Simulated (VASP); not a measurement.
Band structure of CsPbBr$_{3}$ (cubic perovskite). Calculation: PBE GGA with D3 dispersion (zero damping), VASP's PBE PAW potentials (set 64) (plane waves; VASP 6.6.1).

Unless said otherwise, spin-orbit coupling is left out, though it shifts the bands of the heavy elements here.

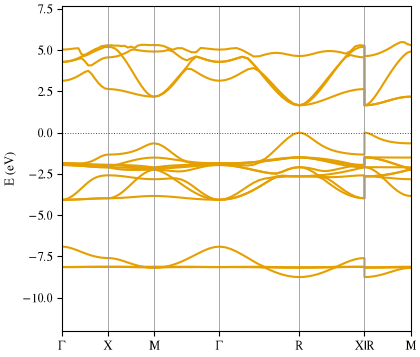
*Bands along high-symmetry lines, zero at the valence-band maximum or, without a gap, the Fermi level*

Problem. Read the plot: is there a gap, and where are the band edges?

Solution. The gap is direct, 1.65 eV, from the valence maximum at R to the conduction minimum at R. (Edges off the drawn lines would not show.)

The compound is CsPbBr3 in the cubic perovskite structure, the ideal cubic form; the compound distorts at low or room temperature. It was relaxed first.
